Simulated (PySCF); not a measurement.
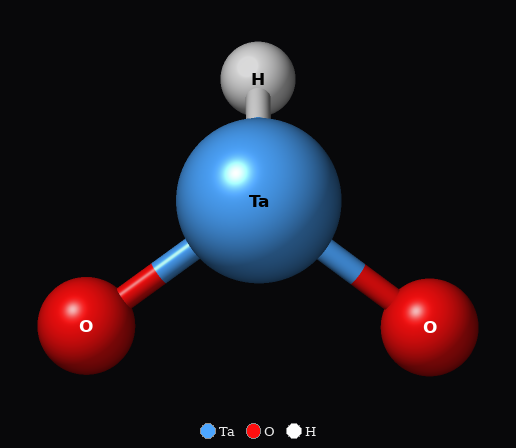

The species is neutral and a spin singlet. The geometry was computed by an optimisation with PBE0/def2-TZVP with core potentials.

What is the coordination number of the metal, and which atoms bind to it?

Ta binds 3 atoms: 2 O at 1.72 Å, 1 H at 1.78 Å. The arrangement is trigonal pyramidal.

Give the formal oxidation state and the d-electron count.

Ta(V), d⁰, counting the ligands as closed-shell ions or neutral donors.

The search tried a few shapes and spins; others may lie lower.
